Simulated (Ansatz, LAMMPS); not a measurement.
# Squeezing and shearing amorphous Ge (61 atoms): runs compared

How stiff is amorphous Ge (61 atoms), and how do its levels respond to strain?

Computed with Ansatz 0.2.0: Kohn-Sham DFT, PBE, PAW (set soft_1), plane waves.

### 1. The cell as built

The cell holds 61 atoms: 61 Ge. Cell: a = 10.897 Å, b = 10.897 Å, c = 10.897 Å, α = 90.0°, β = 90.0°, γ = 90.0°. 61 atoms (61 Ge) placed at random at 5.68 g/cm³, melted at 3500 K for 10 ps at fixed volume with the Tersoff potential (Tersoff, Phys. Rev. B 39, 5566 (1989)). Quenched from 3500 K to 100 K at 5 K/ps and fixed volume, held 5 ps, then minimised at fixed cell.

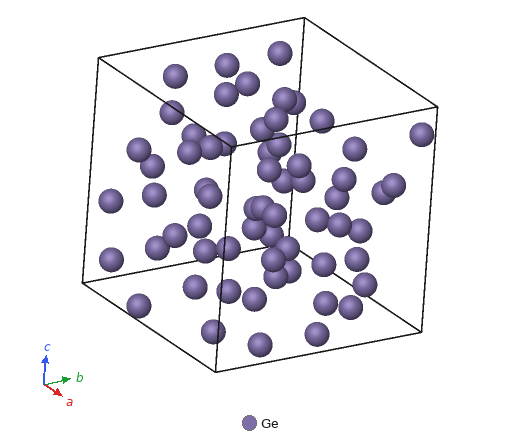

The cell as built. Some periodic images of atoms are drawn too.

Limits known from the start: The quench rate of 5 K/ps far exceeds what a furnace or splat quench reaches, so expect more defects and frozen-in strain than in a real sample. The starting topology of bonds comes from the classical model, and needn't be the one that DFT or experiment would give. Only the Γ point is sampled.

### 2. The reference run

The reference is a single point at the end of the relaxation.

Every strained cell starts from the geometry of this run, and its atoms are relaxed with the cell held.

Its input, with most atom lines left out:

```yaml
crystal:
  lattice:
    - [10.25317, -0.05424, -0.26258]
    - [-0.05424, 12.27172, 0.0221]
    - [-0.26258, 0.0221, 11.51457]
  atoms:
    - { symbol: Ge, position: [0.43719, 0.27928, 0.15441] }
    - { symbol: Ge, position: [0.61002, 0.71208, 0.82534] }
    - { symbol: Ge, position: [0.41293, 0.90941, 0.40812] }
    - { symbol: Ge, position: [0.98398, 0.23921, 0.82958] }
    - { symbol: Ge, position: [0.68625, 0.23807, 0.22366] }
    - { symbol: Ge, position: [0.95624, 0.5968, 0.71408] }
    - { symbol: Ge, position: [0.51691, 0.59172, 0.14534] }
    [... atom lines 8 to 61 left out ...]
kpoints:
  mp_grid: { grid: [1, 1, 1] }
hamiltonian:
  xc: pbe
  pseudopotentials: { kind: paw, azcp: { folder: soft_1 } }
scf:
  occupations: { method: gaussian, width: 0.025 }
output:
  forces: true
  stress: true
  populations: intrinsic
  dos:
    method: { smearing: { sigma: 0.15 } }
    de: 0.1
    projected: { site_lists: { Ge: [Ge] } }
  eigenvalues: true
  write_density: true
  write_potential: true
  volumetric_format: npy
```

| Item | Value |
| --- | --- |
| free energy per atom | -4294.7946 eV/atom |
| r.m.s. force component | 0.00943 eV/Å |
| pressure | -0.01963 GPa |

Filled and empty levels are parted by 0.527 eV (at Γ alone); a semilocal functional tends to put such gaps too low. In a disordered cell it changes from sample to sample, and tail or defect levels can set it.

### 3. The runs

Each row is one run, on 4 threads of Arm Neoverse V1, shared host. The free energy is the program's total, comparable only between runs with the same functional, potentials and atoms.

| run | atoms | outcome | ionic steps, all passes | free energy (eV) | time | host memory (GiB) |
| --- | --- | --- | --- | --- | --- | --- |
| Single point at the start | 61 | converged | - | -261973.688 | 36 s | 1.9 |
| Cell and atoms relaxed | 61 | converged | 29 | -261982.469 | 12 min | 2.2 |
| Single point at the relaxed geometry | 61 | converged | - | -261982.469 | 38 s | 2.2 |
| Volume -3 % | 61 | converged | 3 | -261982.289 | 81 s | 2.1 |
| Volume +3 % | 61 | converged | 2 | -261982.287 | 57 s | 2.2 |
| Volume -6 % | 61 | converged | 5 | -261981.708 | 2.2 min | 2.0 |
| Volume +6 % | 61 | converged | 9 | -261981.893 | 4.2 min | 2.3 |
| Volume -10 % | 61 | converged | 12 | -261980.613 | 4.5 min | 2.0 |
| Stretched by 1 % along x | 61 | converged | 2 | -261982.441 | 57 s | 2.2 |
| Compressed by 1 % along x | 61 | converged | 2 | -261982.440 | 59 s | 2.1 |
| Sheared by 2 % in xy | 61 | converged | 2 | -261982.419 | 55 s | 2.2 |

In some runs the program notes that the SCF threshold is loose for the stress.

### 4. Pressure against volume

Atoms are relaxed at each volume, in the scaled cell.

| volume change (%) | volume (Å³/atom) | energy change (meV/atom) | pressure (GPa) | largest move on relaxing (Å) | bonds | gap (eV) |
| --- | --- | --- | --- | --- | --- | --- |
| -10 | 21.363 | 30.43 | 4.93 | 1.09 | 138 | 0.341 |
| -6 | 22.312 | 12.48 | 2.95 | 0.21 | 133 | 0.514 |
| -3 | 23.024 | 2.95 | 1.42 | 0.07 | 133 | 0.53 |
| +0 | 23.736 | 0.00 | -0.02 | - | 133 | 0.527 |
| +3 | 24.449 | 2.99 | -1.31 | 0.05 | 132 | 0.519 |
| +6 | 25.161 | 9.44 | -2.04 | 0.38 | 129 | 0.436 |

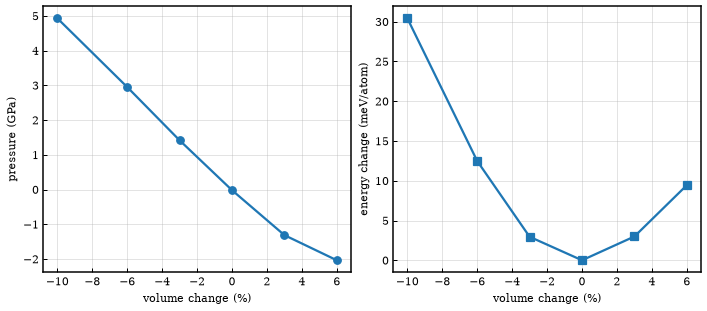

Pressure and energy against volume.

### 5. Uniaxial strain and shear

Stress (GPa, compression positive) less that of the relaxed cell, atoms relaxed:

| strain | xx | yy | zz | xy | energy change (meV/atom) |
| --- | --- | --- | --- | --- | --- |
| stretched by 1 % along x | -0.700 | -0.295 | -0.274 | 0.015 | 0.46 |
| compressed by 1 % along x | 0.758 | 0.302 | 0.271 | -0.006 | 0.48 |
| sheared by 2 % in xy | 0.023 | -0.007 | -0.071 | -0.597 | 0.82 |

### 6. What came out

The bulk modulus, from the slope of pressure against ln V over the three points nearest the relaxed volume, is 45.5 GPa; between neighbouring points the slope runs 46, 49, 47, 44 and 25 GPa from the smallest volume up, without a steady fall, so no pressure derivative is given. The count of bonds runs from 129 to 138 over the series, so at some points contacts cross the cutoffs. At -10 % some atom moved by over 0.5 Å on relaxing, so that point may sit in another local minimum. The gap goes from 0.341 eV at the smallest volume to 0.436 eV at the largest, not monotonically (lowest 0.341, highest 0.53 eV), on the run's k-points. In the Cartesian axes of the cell, finite differences give C11 = 72.9, C12 = 29.9, C13 = 27.3 and C66 = 29.9 GPa (the shear of 2 % is the engineering strain, εxy = 0.01). The mean of C11, C12 and C13, which equals the bulk modulus in a cubic or isotropic solid, is 43.3 GPa: it agrees with the bulk modulus within 10 %. For an isotropic solid C66 would equal (C11 − C12)/2 = 21.5 GPa; so small a sample needn't be isotropic, and C66 rests on one shear. The two differ too much for isotropic moduli to be formed.

Caveats: Strains are finite and relaxations stop at the force tolerance of the input, which can leave moduli too stiff; they are those of a static cell at zero temperature. Volumes are changed with the cell's shape held, so in an anisotropic solid the modulus lies over the one under free hydrostatic load. The program notes that the SCF threshold of the relaxations is loose for the stress.

The DFT runs together took 29 min of wall time.

[Logs are printed without paths, hosts, clocks, repeated set-up lines and the standing remarks that a program may print on its own settings, such as how far it seeks lower states.]

[Hosts, paths, dates, database ids (printed as entryN), source tags and the programs' standing remarks are cut or masked in the printed files.]
